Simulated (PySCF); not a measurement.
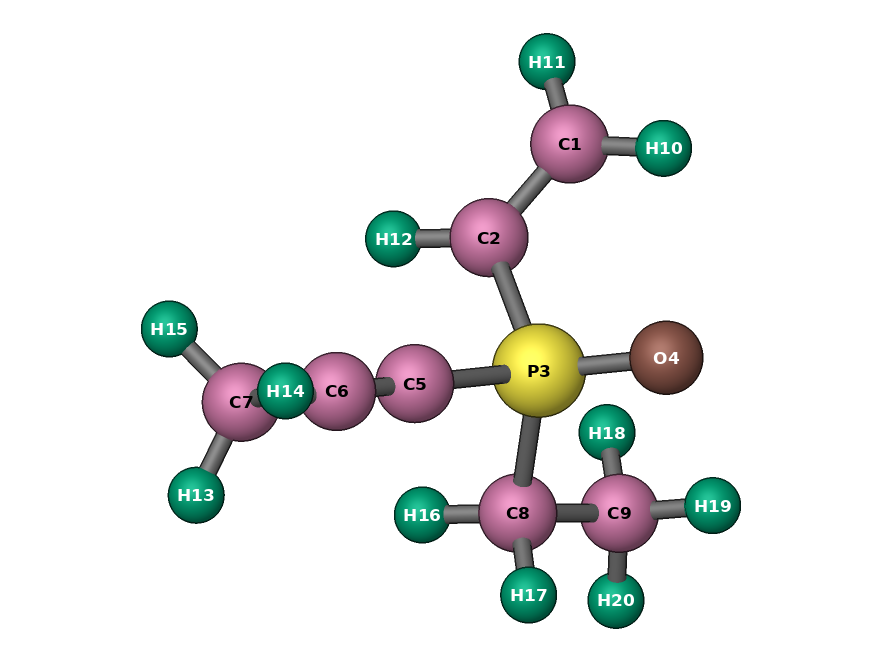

The computed structure is the end point of a GFN2-xTB optimisation. No frequency run is at hand to confirm it as a minimum. Method: GIAO PBE0/pcSseg-1 NMR shielding, non-relativistic, gas phase (PySCF 2.14.0). Principal shieldings σ11 ≤ σ22 ≤ σ33, span Ω = σ33 − σ11, skew κ = 3(σiso − σ22)/Ω.

Give the shielding tensors of the C atoms.

```csv
atom,σ11,σ22,σ33,σiso,Ω,κ
C1,−86.7,36.3,179.8,43.1,266.5,0.08
C2,−62.9,56.0,145.4,46.2,208.4,−0.14
C5,13.4,20.0,277.8,103.7,264.5,0.95
C6,−4.7,−0.3,245.5,80.2,250.2,0.96
C7,173.2,173.9,197.6,181.6,24.4,0.94
C8,140.9,150.6,172.9,154.8,32.0,0.40
C9,174.2,178.6,187.6,180.2,13.4,0.35
```

Shieldings and span in ppm.

The geometry is semi-empirical. Around P such bond lengths and angles can be off by a tenth of an ångström or more and by several degrees, and values that hang on the shape move with them.
